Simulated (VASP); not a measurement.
Band structure of SrCl2 (fluorite). Method: optB86b-vdW, VASP's PBE PAW potentials (set 64) (plane waves; VASP 6.6.1).

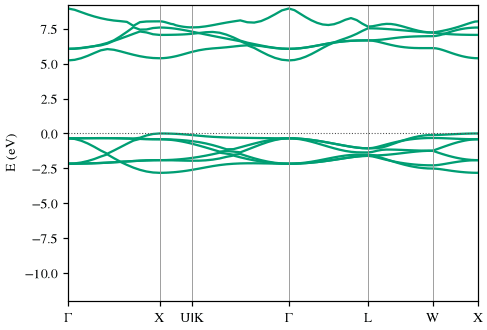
Figure. Bands along high-symmetry lines, zero at the valence-band maximum or, without a gap, the Fermi level

### Question
Read the plot: is there a gap, and where are the band edges?

### Answer
The gap is indirect, 5.24 eV, from the valence maximum at X to the conduction minimum at Γ. (Edges off the drawn lines would not show.)

Measured: gap 7.50 eV (computed value off by -2.26 eV), as given by Andrés Aguado et al., Journal of the Physical Society of Japan (1999), arXiv:cond-mat/9901145.

The compound is SrCl2 in the fluorite structure. It was relaxed first.
